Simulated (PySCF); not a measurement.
**C$_{2}$HF$_{3}$O$_{2}$ (SMILES [O+]=C(O)C(F)(F)F) (charge +1, doublet): density, localisation and related maps**

| atom | x (Å) | y (Å) | z (Å) |
| --- | --- | --- | --- |
| O | 0.6349 | 1.1659 | -1.1228 |
| C | 0.5082 | 0.1648 | -0.4783 |
| O | 1.1631 | -0.9129 | -0.3567 |
| C | -0.8700 | 0.1603 | 0.5463 |
| F | -1.5588 | 1.2193 | 0.3280 |
| F | -1.4796 | -0.9309 | 0.2158 |
| F | -0.3506 | 0.1170 | 1.7298 |
| H | 1.9713 | -0.9650 | -0.9126 |

Geometry: PBE0-D3(BJ)/def2-SVP.

All numbers below come from DFT single point, gas phase, functional wB97X (PySCF).

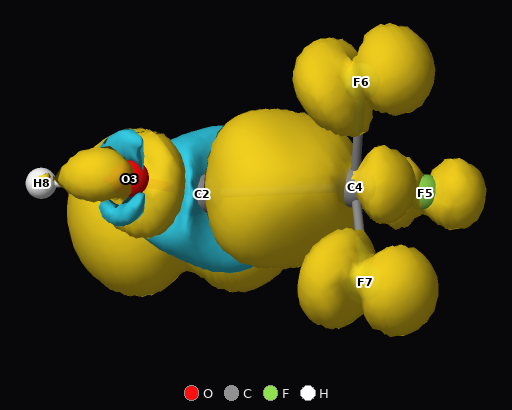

Figure 1. Isosurfaces of the spin density (α minus β) at +0.015 (yellow) and −0.015 e/Å³ (cyan), seen from one side.

Q: Where is the unpaired spin?

A: The unpaired spin (1 electron) lies mostly on O1 (about 0.6), C4 (about 0.1) and C2 (about 0.1), in electrons by Hirshfeld's partition.

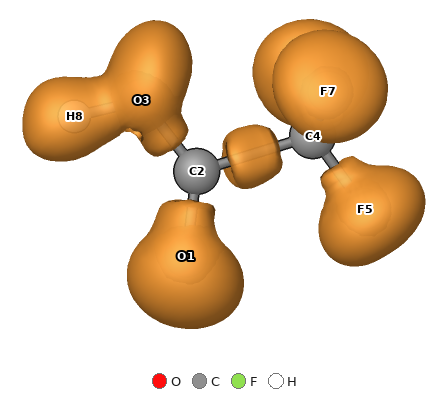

Figure 2. Isosurface of the ELF at 0.75 (orange), seen across its widest extent. Core shells and regions of very low density are left out.

Q: Identify the bonds, lone pairs and shells in this picture.

A: At this value the surface marks out one region between bonded C–C atoms (shared pairs), three regions on F in which the atom's valence shell and bonds are merged, one region on O in which the atom's valence shell and bonds are merged and one joined region spread over several atoms (H, O), in which their bonds and any lone pairs are merged. Profiles from the grid: C–O (1.20 Å): the ELF peaks at about 0.90 between the atoms; a short, multiple covalent bond. C–F (1.28 Å): the ELF peaks at about 0.85 between the atoms (a shared but strongly polarised pair).

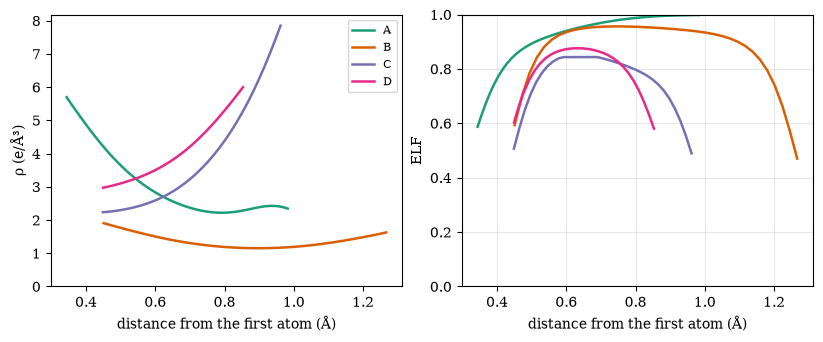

Figure 3. Total electron density and electron localisation function along straight lines between neighbouring atoms. The curves leave out the atomic cores.

Q: Which curve belongs to which contact (C–C, C–F, C–O and O–H)? The first atom named is at distance zero.

A: Curve A: O–H (0.98 Å): ρ is about 3.7 e/Å³ halfway; the ELF climbs to about 1 towards the hydrogen, as it does in any bond to H; a covalent bond by its length. Curve B: C–C (1.72 Å): ρ is about 1.2 e/Å³ halfway; the ELF peaks at about 0.95 between the atoms; a shared electron pair. Curve C: C–F (1.28 Å): ρ at the midpoint is about 2.8 e/Å³; the ELF peaks at about 0.85 between the atoms (a shared but strongly polarised pair). Curve D: C–O (1.20 Å): the density is about 3.5 e/Å³ at the midpoint; the ELF peaks at about 0.90 between the atoms (a short, multiple covalent bond).
